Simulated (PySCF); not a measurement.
C4H5NOS (SMILES COc1cscn1)

```yaml
atoms:
  - { symbol: C, position_ang: [-2.0431, -0.2127, -0.1093] }
  - { symbol: O, position_ang: [-1.0846, 0.8251, -0.1959] }
  - { symbol: C, position_ang: [0.1945, 0.4408, -0.0533] }
  - { symbol: C, position_ang: [1.2492, 1.3124, -0.1071] }
  - { symbol: S, position_ang: [2.7220, 0.4587, 0.1176] }
  - { symbol: C, position_ang: [1.8063, -0.9978, 0.2631] }
  - { symbol: N, position_ang: [0.5332, -0.8574, 0.1558] }
  - { symbol: H, position_ang: [-1.8787, -0.9601, -0.8891] }
  - { symbol: H, position_ang: [-3.0106, 0.2664, -0.2445] }
  - { symbol: H, position_ang: [-1.9977, -0.7043, 0.8657] }
  - { symbol: H, position_ang: [1.2274, 2.3699, -0.2603] }
  - { symbol: H, position_ang: [2.2836, -1.9417, 0.4313] }
```

Geometry: GFN2-xTB, NEB image 0 of 0 to 8.

The calculation used PBE0/pcSseg-1, SCF density, gas phase, non-relativistic (PySCF 2.14.0).

> Predict the electron density and electron localisation function between the atoms.

C–N (1.29 Å): ρ at the midpoint is about 2.7 e/Å³; the ELF peaks at about 0.90 between the atoms; a covalent bond.
C–O (1.34 Å): ρ at the midpoint is about 2.4 e/Å³; the ELF peaks at about 0.90 between the atoms (a polar covalent bond).
C–C (1.37 Å): the density is about 2.2 e/Å³ at the midpoint; the ELF peaks at about 0.95 between the atoms; localised, covalent bonding.
C–S (1.72 Å): ρ is about 1.4 e/Å³ halfway; the ELF peaks at about 0.90 between the atoms; localised, covalent bonding.

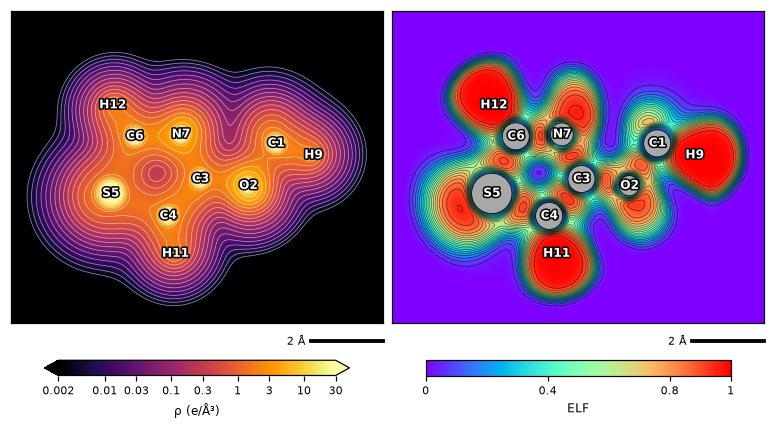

Computed electron density and electron localisation function on the plane of atoms S5, C4 and H11, in this order. Grey discs cover the atomic cores in the ELF map. 
